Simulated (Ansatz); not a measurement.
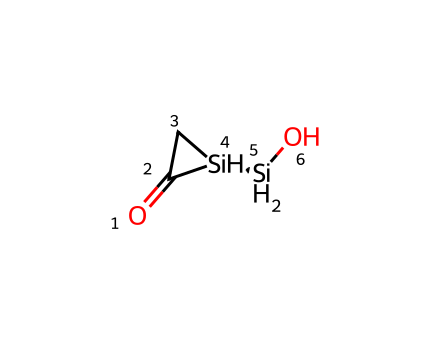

Skeletal drawing with numbered atoms; wedges and dashes mark any stereocentres. The configuration is that of a computed structure (PBE0-D4/def2-TZVP).

Assign CIP descriptors.

Answer. Si4: S.

Write the isomeric SMILES.

Answer. O=C1C[Si@@H]1[SiH2]O
